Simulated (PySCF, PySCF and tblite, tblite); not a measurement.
**C₃H₆O₂Si: a path driven as rotation about a bond, and NMR exchange, part 1 of 3**

Aim: the barrier and rate of rotation about a bond in C₃H₆O₂Si (`O=C/C=C\O[SiH3]`), and what it does to NMR lines.

Computed with tblite 0.8.0 (tight binding) and PySCF 2.14.0 (DFT, with response routines of our own); each step states its level. Atoms count from 0 throughout.

## 1. The molecule as given

12 atoms, charge 0, multiplicity 1; geometry from: force field or distance geometry start.

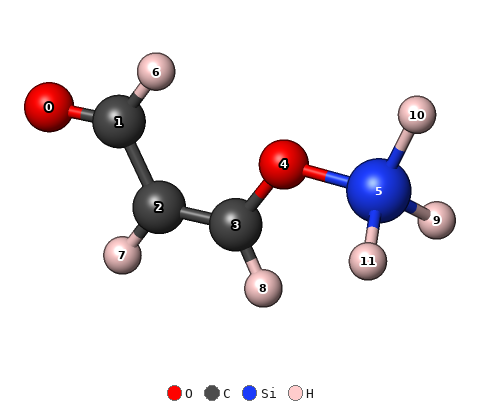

The starting geometry (oxygen red, carbon dark grey, silicon blue, hydrogen pink), atoms numbered.

## 2. GFN2-xTB relaxation, start minimum

The job: settings as JSON, then the geometry in Å.

```
{"job": {"xc": "GFN2-xTB", "basis": "xTB", "kind": "relax"}, "charge": 0, "multiplicity": 1}
O     -3.546400    -0.079900    -0.332400
C     -2.378000    -0.015500    -0.022500
C     -1.298500    -0.167600    -1.018400
C     -0.012300    -0.097800    -0.707200
O      0.437200     0.089300     0.588700
Si     2.064800     0.153200     0.912700
H     -2.052200     0.142700     1.025900
H     -1.630600    -0.315600    -2.037700
H      0.757500    -0.217600    -1.459500
H      2.684500     1.261500     0.150800
H      2.272000     0.372600     2.365900
H      2.703200    -1.126100     0.507700
```

Launch:

```
> OMP_NUM_THREADS=1 python ens_run.py task.json out
```

The driver reads the study from task.json and runs its stages one after another.

The program printed:

```text
step      E/eV     max force
  0    -526.34411    1.644
  1    -526.40301    0.775
  2    -526.42802    0.688
  3    -526.44716    0.378
  4    -526.45780    0.372
  5    -526.46432    0.328
  6    -526.47823    0.475
  7    -526.48638    0.435
  8    -526.49095    0.221
  9    -526.49484    0.224
 10    -526.49845    0.220
 11    -526.50217    0.201
 12    -526.50521    0.159
 13    -526.50776    0.152
 14    -526.51020    0.177
 15    -526.51268    0.172
 16    -526.51485    0.122
 17    -526.51652    0.102
 18    -526.51803    0.126
 19    -526.51969    0.128
 20    -526.52155    0.131
 21    -526.52341    0.141
 22    -526.52509    0.122
 23    -526.52684    0.143
 24    -526.52907    0.175
 25    -526.53165    0.157
 26    -526.53377    0.106
 27    -526.53488    0.086
 28    -526.53536    0.063
 29    -526.53573    0.053
 30    -526.53618    0.054
 31    -526.53671    0.077
 32    -526.53726    0.088
 33    -526.53767    0.064
 34    -526.53793    0.041
 35    -526.53815    0.048
 36    -526.53843    0.064
 37    -526.53879    0.067
 38    -526.53909    0.043
 39    -526.53926    0.037
 40    -526.53936    0.032
 41    -526.53945    0.033
 42    -526.53955    0.028
 43    -526.53961    0.018
 44    -526.53964    0.013
 45    -526.53965    0.012
 46    -526.53966    0.013
 47    -526.53967    0.008
 48    -526.53968    0.007
 49    -526.53968    0.005
 50    -526.53968    0.003
 51    -526.53968    0.002
 52    -526.50298    1.216
 53    -526.51593    1.267
 54    -526.53264    0.274
 55    -526.53722    0.183
 56    -526.53894    0.177
 57    -526.53932    0.061
 58    -526.53945    0.037
 59    -526.53960    0.029
 60    -526.53968    0.025
 61    -526.53974    0.022
 62    -526.53978    0.017
 63    -526.53980    0.013
 64    -526.53982    0.014
 65    -526.53983    0.011
 66    -526.53985    0.009
 67    -526.53985    0.006
 68    -526.53986    0.004
 69    -526.53986    0.005
 70    -526.53986    0.004
 71    -526.53986    0.002
```

Wall time 0.08 s (1 thread of Intel Xeon Platinum 8488C, shared host).

The energy fell by 0.196 eV, and the atoms moved 0.23 Å (root mean square).

## 3. Relaxed scan, rotation

The job: settings as JSON, then the geometry in Å.

```
{"job": {"xc": "GFN2-xTB", "basis": "xTB", "coordinate": [["t", [0, 1, 2, 3], 0.25], ["t", [0, 1, 2, 7], 0.25], ["t", [6, 1, 2, 3], 0.25], ["t", [6, 1, 2, 7], 0.25]], "kind": "drive"}, "charge": 0, "multiplicity": 1}
O     -3.500954    -0.012599    -0.135209
C     -2.304655     0.000420     0.025276
C     -1.319879    -0.174961    -1.029024
C      0.003066    -0.157025    -0.807909
O      0.540306     0.012269     0.392350
Si     2.083756     0.177538     0.924561
H     -1.863058     0.153050     1.027772
H     -1.689475    -0.325343    -2.031195
H      0.698799    -0.291800    -1.631934
H      2.618813     1.450562     0.443089
H      1.832862     0.123827     2.352940
H      2.902562    -0.921200     0.411742
```

The program printed:

```text
point  coordinate     E/eV
  0    -75.200     -526.51916
  1    -60.500     -526.46613
  2    -45.600     -526.38764
  3    -30.500     -526.30881
  4    -15.200     -526.24504
  5      0.100     -526.22159
  6     15.500     -526.23728
  7     30.700     -526.28481
  8     45.700     -526.34892
  9     60.600     -526.40311
 10     75.400     -526.43932
 11     90.100     -526.45617
```

Run time: 1.7 s. Hardware: 1 thread of Intel Xeon Platinum 8488C, shared host.

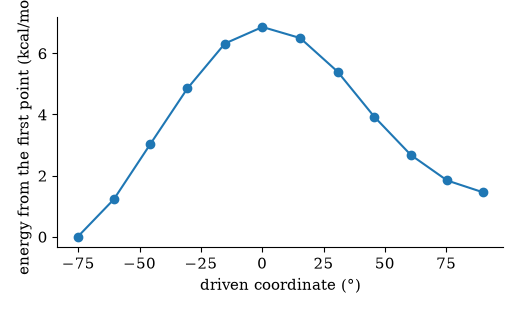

Energy along the scan.

## 4. Nudged elastic band, leg 1

Changed since step 3:

```diff
@@ -1,2 +1,2 @@
-{"job": {"xc": "GFN2-xTB", "basis": "xTB", "coordinate": [["t", [0, 1, 2, 3], 0.25], ["t", [0, 1, 2, 7], 0.25], ["t", [6, 1, 2, 3], 0.25], ["t", [6, 1, 2, 7], 0.25]], "kind": "drive"}, "charge": 0, "multiplicity": 1}
+{"job": {"xc": "GFN2-xTB", "basis": "xTB", "kind": "neb"}, "charge": 0, "multiplicity": 1}
 O     -3.500954    -0.012599    -0.135209
```

The program printed:

```text
image   E - E0 / eV
  0       0.0000
  1       0.1037
  2       0.3125
  3       0.2740
  4       0.1366
  5       0.0847
  6       0.0796
```

It took 1.6 s on 1 thread of Intel Xeon Platinum 8488C, shared host.

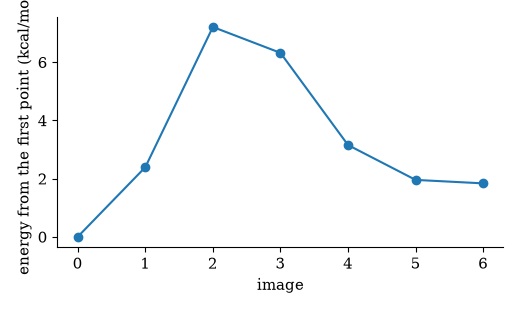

Energy along the band.

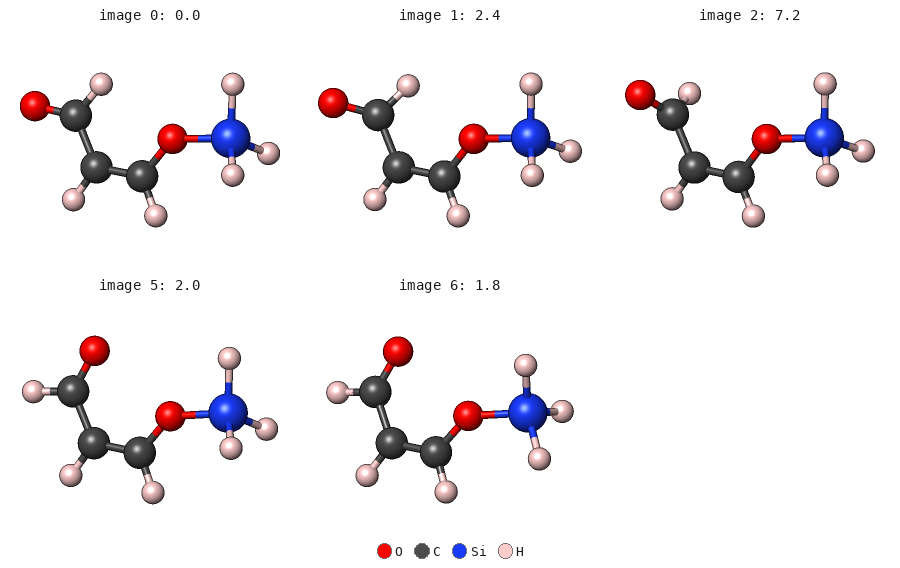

Images along the band, with energies in kcal/mol.

## 5. Saddle search, leg 1

The job: settings as JSON, then the geometry in Å.

```
{"job": {"xc": "GFN2-xTB", "basis": "xTB", "kind": "saddle"}, "charge": 0, "multiplicity": 1}
O     -2.897844    -0.857906     0.537121
C     -2.295118     0.048582     0.038785
C     -1.297047    -0.069823    -1.053393
C      0.012209    -0.117720    -0.839137
O      0.534267    -0.074227     0.393623
Si     2.063092     0.050079     0.950583
H     -2.465750     1.096969     0.367779
H     -1.691657    -0.129378    -2.054994
H      0.716033    -0.203767    -1.659860
H      2.621956     1.340237     0.539404
H      1.797396    -0.063497     2.372405
H      2.902462    -1.019549     0.407684
```

The program printed:

```text
step      E/eV     max force
  0    -526.22732   0.0521
  1    -526.22255   0.2701
  2    -526.22524   0.0376
  3    -526.22302   0.1008
  4    -526.22444   0.0431
  5    -526.22372   0.0258
  6    -526.22288   0.0340
  7    -526.22241   0.0662
  8    -526.22267   0.0213
  9    -526.22247   0.0218
 10    -526.22249   0.0164
 11    -526.22272   0.0044
 12    -526.22302   0.0119
 13    -526.22332   0.0142
 14    -526.22363   0.0142
 15    -526.22394   0.0149
 16    -526.22436   0.0145
 17    -526.22480   0.0462
 18    -526.22461   0.0052
 19    -526.22492   0.0145
 20    -526.22523   0.0172
 21    -526.22556   0.0092
 22    -526.22591   0.0286
 23    -526.22573   0.0035
lowest wavenumbers (cm-1): -174.0 25.5 89.8 117.5 198.1 291.8
```

Run time: 3.5 s. Hardware: 1 thread of Intel Xeon Platinum 8488C, shared host; peak memory 0.2 GiB.

Point group C1; 1 imaginary mode, 174i cm⁻¹, carried by H6, O0, C1. Steps downhill from it reached both ends.

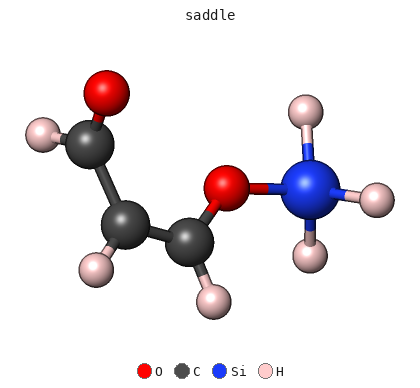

The saddle point.

## 6. Shieldings, start: PBE0/pcSseg-1

The job: settings as JSON, then the geometry in Å.

```
{"job": {"kind": "nmr", "xc": "PBE0", "basis": "pcSseg-1", "pop": false}, "charge": 0, "multiplicity": 1}
O     -3.500954    -0.012599    -0.135209
C     -2.304655     0.000420     0.025276
C     -1.319879    -0.174961    -1.029024
C      0.003066    -0.157025    -0.807909
O      0.540306     0.012269     0.392350
Si     2.083756     0.177538     0.924561
H     -1.863058     0.153050     1.027772
H     -1.689475    -0.325343    -2.031195
H      0.698799    -0.291800    -1.631934
H      2.618813     1.450562     0.443089
H      1.832862     0.123827     2.352940
H      2.902562    -0.921200     0.411742
```

The program printed:

```text
coarse grid: 10776 points
cycle   1  E = -557.1655761273  dE =  9.290e-01  |g| = 9.313e-01  |ddm| = 3.145e+00
cycle   2  E = -556.6736047371  dE =  4.920e-01  |g| = 1.805e+00  |ddm| = 3.119e+00
cycle   3  E = -557.3235545157  dE = -6.499e-01  |g| = 2.418e-01  |ddm| = 2.538e+00
cycle   4  E = -557.3335237569  dE = -9.969e-03  |g| = 1.103e-01  |ddm| = 2.800e-01
cycle   5  E = -557.3355064129  dE = -1.983e-03  |g| = 2.769e-02  |ddm| = 9.397e-02
cycle   6  E = -557.3356585679  dE = -1.522e-04  |g| = 9.389e-03  |ddm| = 2.784e-02
cycle   7  E = -557.3356780731  dE = -1.951e-05  |g| = 3.224e-03  |ddm| = 1.005e-02
cycle   8  E = -557.3356801521  dE = -2.079e-06  |g| = 9.548e-04  |ddm| = 2.621e-03
final grid: 100200 points
cycle   9  E = -557.3906573378  dE = -7.488e-07  |g| = 1.298e-02  |ddm| = 1.796e-02
cycle  10  E = -557.3905696143  dE =  8.772e-05  |g| = 2.516e-02  |ddm| = 2.902e-02
cycle  11  E = -557.3906876444  dE = -1.180e-04  |g| = 2.100e-03  |ddm| = 2.122e-02
cycle  12  E = -557.3906884116  dE = -7.672e-07  |g| = 3.884e-04  |ddm| = 1.705e-03
cycle  13  E = -557.3906884368  dE = -2.516e-08  |g| = 1.303e-04  |ddm| = 4.058e-04
cycle  14  E = -557.3906884404  dE = -3.594e-09  |g| = 4.634e-05  |ddm| = 1.398e-04
cycle  15  E = -557.3906884409  dE = -5.273e-10  |g| = 1.100e-05  |ddm| = 4.788e-05
converged SCF energy = -557.3906884409

GIAO shielding tensors (ppm)
atom      isotropic    diamagn.    paramagn.     s11        s22        s33       span
  0 O     -347.470     393.666    -741.136  -1027.184   -404.848    389.622   1416.806
  1 C       -3.900     249.718    -253.618    -93.551    -25.694    107.544    201.095
  2 C       65.815     258.014    -192.199    -28.012     88.074    137.382    165.394
  3 C       23.978     252.459    -228.480    -81.924     45.174    108.685    190.609
  4 O      231.893     400.918    -169.025    120.838    208.074    366.767    245.928
  5 Si     380.554     879.824    -499.271    337.247    350.368    454.046    116.799
  6 H       21.182      30.097      -8.915     18.238     21.026     24.281      6.043
  7 H       26.311      30.967      -4.656     24.509     25.657     28.768      4.259
  8 H       24.574      30.821      -6.246     21.658     23.231     28.834      7.176
  9 H       26.619      28.948      -2.329     23.575     25.057     31.224      7.649
 10 H       26.612      29.241      -2.629     23.120     25.544     31.173      8.053
 11 H       26.598      28.934      -2.337     23.716     25.130     30.947      7.232
```

Wall time 10 s (1 thread of Intel Xeon Platinum 8488C, shared host); peak memory 0.69 GiB.

Key values: HOMO -7.05 eV, LUMO -1.43 eV; dipole 5.38 D.

## 7. Shieldings, saddle of leg 1: PBE0/pcSseg-1

The job: settings as JSON, then the geometry in Å.

```
{"job": {"kind": "nmr", "xc": "PBE0", "basis": "pcSseg-1", "pop": false}, "charge": 0, "multiplicity": 1}
O     -2.719448    -1.060653     0.557794
C     -2.300235    -0.067902     0.037440
C     -1.294082    -0.016103    -1.052922
C      0.014073     0.051676    -0.838638
O      0.534558     0.097141     0.394627
Si     2.065814     0.011123     0.953219
H     -2.669687     0.936243     0.341392
H     -1.684557    -0.037050    -2.057877
H      0.718694     0.089841    -1.662453
H      2.882661     1.055520     0.328399
H      1.804220     0.233337     2.363239
H      2.647990    -1.293173     0.635780
```

The program printed:

```text
coarse grid: 10776 points
cycle   1  E = -557.1573500450  dE =  9.212e-01  |g| = 9.239e-01  |ddm| = 3.144e+00
cycle   2  E = -556.7179136521  dE =  4.394e-01  |g| = 1.773e+00  |ddm| = 2.305e+00
cycle   3  E = -557.3100380973  dE = -5.921e-01  |g| = 2.077e-01  |ddm| = 1.758e+00
cycle   4  E = -557.3178577194  dE = -7.820e-03  |g| = 9.187e-02  |ddm| = 2.116e-01
cycle   5  E = -557.3194812768  dE = -1.624e-03  |g| = 1.908e-02  |ddm| = 6.690e-02
cycle   6  E = -557.3195574693  dE = -7.619e-05  |g| = 5.036e-03  |ddm| = 1.693e-02
cycle   7  E = -557.3195628222  dE = -5.353e-06  |g| = 9.832e-04  |ddm| = 4.049e-03
final grid: 100200 points
cycle   8  E = -557.3751443831  dE = -6.663e-07  |g| = 1.311e-02  |ddm| = 1.845e-02
cycle   9  E = -557.3750586755  dE =  8.571e-05  |g| = 2.517e-02  |ddm| = 2.411e-02
cycle  10  E = -557.3751744940  dE = -1.158e-04  |g| = 2.107e-03  |ddm| = 1.715e-02
cycle  11  E = -557.3751753688  dE = -8.748e-07  |g| = 3.048e-04  |ddm| = 1.425e-03
cycle  12  E = -557.3751753860  dE = -1.717e-08  |g| = 9.139e-05  |ddm| = 3.488e-04
cycle  13  E = -557.3751753879  dE = -1.853e-09  |g| = 2.202e-05  |ddm| = 9.189e-05
cycle  14  E = -557.3751753879  dE = -7.913e-11  |g| = 1.031e-05  |ddm| = 2.722e-05
converged SCF energy = -557.3751753879

GIAO shielding tensors (ppm)
atom      isotropic    diamagn.    paramagn.     s11        s22        s33       span
  0 O     -422.515     397.494    -820.009  -1152.772   -481.072    366.299   1519.071
  1 C      -15.999     245.625    -261.624   -105.853    -37.833     95.688    201.540
  2 C       65.663     263.323    -197.660    -36.525    103.118    130.397    166.922
  3 C       39.557     250.205    -210.647    -55.354     62.819    111.207    166.561
  4 O      243.778     401.068    -157.290    143.851    237.623    349.861    206.010
  5 Si     383.745     880.161    -496.416    341.015    351.114    459.107    118.092
  6 H       21.007      27.124      -6.118     18.948     20.027     24.045      5.097
  7 H       26.373      30.596      -4.222     24.280     26.969     27.871      3.591
  8 H       25.416      30.929      -5.513     22.774     25.452     28.021      5.246
  9 H       26.674      29.145      -2.471     23.667     25.179     31.175      7.508
 10 H       26.802      29.628      -2.826     23.220     25.728     31.458      8.238
 11 H       26.727      29.246      -2.518     23.616     25.152     31.414      7.798
```

Wall time 14 s (1 thread of Intel Xeon Platinum 8488C, shared host); peak memory 0.7 GiB.

This run: HOMO -7.26 eV, LUMO -0.71 eV; dipole 3.54 D.

Orbitals, density, ELF and potential are computed afterwards from the orbital file.

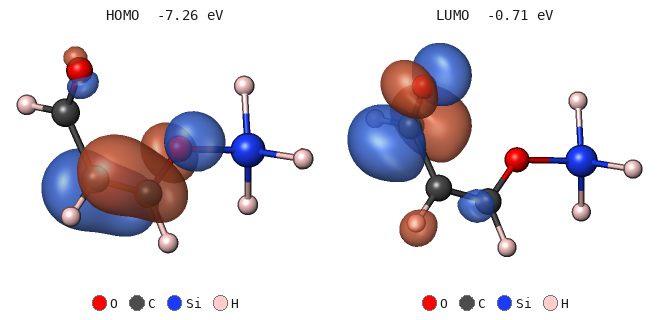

Frontier orbitals at PBE0/pcSseg-1; each surface holds 70 % of the orbital's density, blue and red mark the sign.

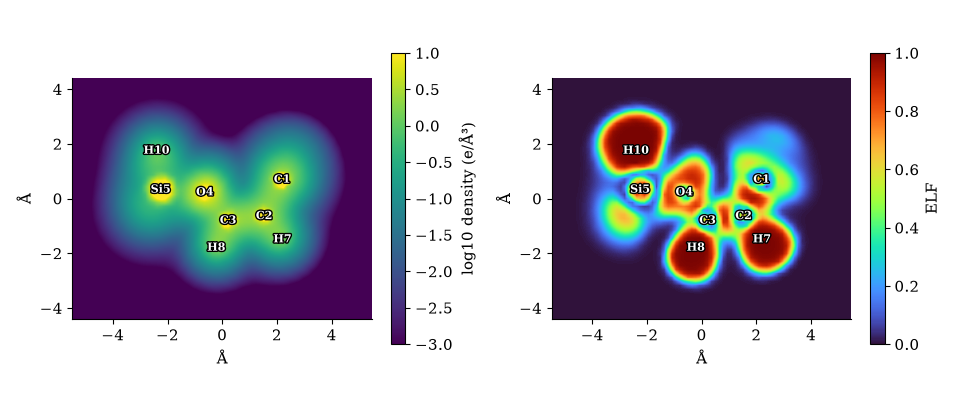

Density (left) and ELF (right) in a plane through or near 8 of the atoms.

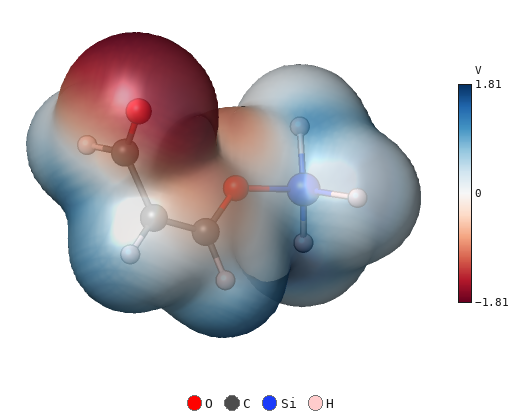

The potential that a unit positive charge feels on the 0.002 e/bohr³ surface, from -1.70 V near O0 to 1.81 V near H9.

## 8. Shieldings, end: PBE0/pcSseg-1

The job: settings as JSON, then the geometry in Å.

```
{"job": {"kind": "nmr", "xc": "PBE0", "basis": "pcSseg-1", "pop": false}, "charge": 0, "multiplicity": 1}
O     -2.051947     0.357667     1.178127
C     -2.277664     0.257879    -0.002924
C     -1.306575    -0.004255    -1.053681
C      0.009407    -0.178603    -0.832185
O      0.558164    -0.167166     0.360198
Si     2.066215    -0.062638     0.979533
H     -3.311356     0.372089    -0.390691
H     -1.671113    -0.051998    -2.066939
H      0.681610    -0.357179    -1.671302
H      2.394821     1.356068     1.095020
H      1.894991    -0.770842     2.234591
H      3.019436    -0.711848     0.073200
```

The program printed:

```text
coarse grid: 10776 points
cycle   1  E = -557.1569330602  dE =  9.526e-01  |g| = 9.436e-01  |ddm| = 3.136e+00
cycle   2  E = -556.6050324043  dE =  5.519e-01  |g| = 1.897e+00  |ddm| = 3.098e+00
cycle   3  E = -557.3206406895  dE = -7.156e-01  |g| = 2.235e-01  |ddm| = 2.510e+00
cycle   4  E = -557.3289849153  dE = -8.344e-03  |g| = 1.109e-01  |ddm| = 2.528e-01
cycle   5  E = -557.3311971915  dE = -2.212e-03  |g| = 2.079e-02  |ddm| = 8.096e-02
cycle   6  E = -557.3312835471  dE = -8.636e-05  |g| = 6.964e-03  |ddm| = 2.090e-02
cycle   7  E = -557.3312928175  dE = -9.270e-06  |g| = 2.049e-03  |ddm| = 6.214e-03
final grid: 100200 points
cycle   8  E = -557.3861958453  dE =  6.571e-06  |g| = 1.484e-02  |ddm| = 2.003e-02
cycle   9  E = -557.3860754664  dE =  1.204e-04  |g| = 2.915e-02  |ddm| = 3.171e-02
cycle  10  E = -557.3862355485  dE = -1.601e-04  |g| = 1.905e-03  |ddm| = 2.336e-02
cycle  11  E = -557.3862362104  dE = -6.620e-07  |g| = 4.003e-04  |ddm| = 1.631e-03
cycle  12  E = -557.3862362391  dE = -2.865e-08  |g| = 1.255e-04  |ddm| = 4.473e-04
cycle  13  E = -557.3862362422  dE = -3.130e-09  |g| = 4.308e-05  |ddm| = 1.261e-04
cycle  14  E = -557.3862362426  dE = -4.236e-10  |g| = 1.227e-05  |ddm| = 4.753e-05
converged SCF energy = -557.3862362426

GIAO shielding tensors (ppm)
atom      isotropic    diamagn.    paramagn.     s11        s22        s33       span
  0 O     -345.695     405.374    -751.069   -996.924   -418.879    378.717   1375.642
  1 C       -2.313     241.393    -243.706    -95.222     -9.502     97.786    193.008
  2 C       71.354     263.590    -192.236    -35.737    110.899    138.901    174.638
  3 C       28.236     250.078    -221.842    -59.591     38.463    105.835    165.426
  4 O      200.582     400.769    -200.187     49.092    192.317    360.337    311.245
  5 Si     381.941     880.130    -498.189    341.031    351.244    453.549    112.518
  6 H       21.905      25.638      -3.734     19.419     21.507     24.789      5.370
  7 H       26.213      32.220      -6.007     23.354     26.507     28.777      5.423
  8 H       25.148      30.836      -5.688     21.359     25.521     28.564      7.205
  9 H       26.640      29.263      -2.623     23.573     25.057     31.290      7.717
 10 H       26.563      29.352      -2.788     23.097     25.427     31.167      8.070
 11 H       26.622      29.185      -2.562     23.971     25.226     30.670      6.699
```

Wall time 10 s (1 thread of Intel Xeon Platinum 8488C, shared host); peak memory 0.7 GiB.

This run: HOMO -6.89 eV, LUMO -1.39 eV; dipole 3.73 D.

(Continued in part 2 of 3.)
